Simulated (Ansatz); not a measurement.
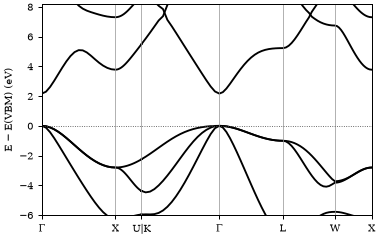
Band structure from r²SCAN (plane waves, PAW; program Ansatz)

Question: Read off the gap and where the band edges lie.

Answer: About 2.2 eV (2.17 eV by a search for the band edges); maximum at Γ, minimum at Γ.

The material is GaN (zinc blende, space group No. 216).

Space group F-43m (zinc blende). Symmetry was held in the r²SCAN relaxation. Scalar-relativistic: spin–orbit coupling is off unless named, which matters more the heavier the elements.

Potentials: the later of the program's two PAW sets.
